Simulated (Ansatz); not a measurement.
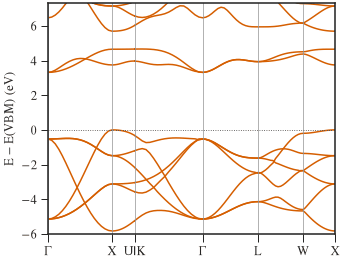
Fig. 1. Band structure from the program Ansatz at the PBE level (PAW)

Read off the gap and where the band edges lie.

About 3.3 eV (3.32 eV by a search for the band edges); maximum at X, minimum at Γ.

The material is ZrO2 (fluorite, Fm-3m).

This is a known high-temperature phase of the composition, computed here at zero pressure and temperature. The PBE relaxation kept the symmetry of its start; its stability against distortions is not shown here. No spin polarisation was allowed. Scalar-relativistic: spin–orbit coupling is off unless named, which matters more the heavier the elements.

Potentials: the later of the program's two PAW sets.
